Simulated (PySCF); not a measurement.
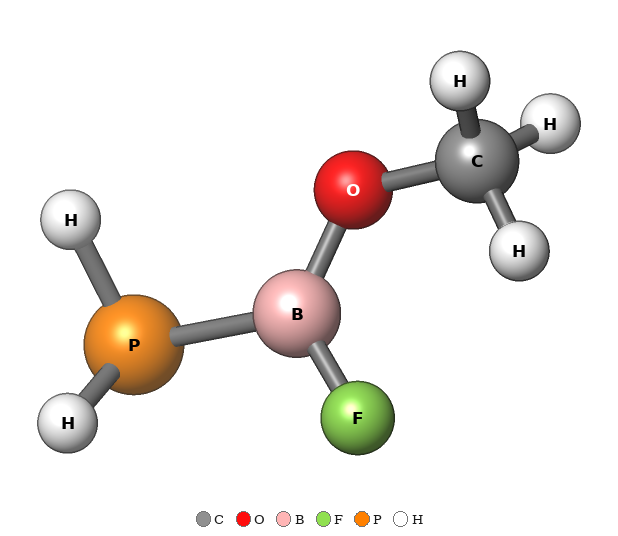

The computed structure is the end point of a PBE0-D3(BJ)/def2-SVP optimisation. No frequency run is at hand to confirm it as a minimum. Program: PySCF 2.14.0.

At this fixed geometry, give dipole (D) at these levels: B3LYP/pcSseg-2; B97-D/pcSseg-2; BLYP/pcSseg-2; BP86/pcSseg-2; HF/pcSseg-2; KT2/pcSseg-2; KT3/pcSseg-2; LDA/pcSseg-2; OPBE/pcSseg-2; PBE/pcSseg-2.

```
         level  dipole (D)
B3LYP/pcSseg-2        1.89
B97-D/pcSseg-2        1.90
 BLYP/pcSseg-2        1.88
 BP86/pcSseg-2        1.92
   HF/pcSseg-2        1.94
  KT2/pcSseg-2        1.82
  KT3/pcSseg-2        1.80
  LDA/pcSseg-2        1.96
 OPBE/pcSseg-2        1.93
  PBE/pcSseg-2        1.91
```
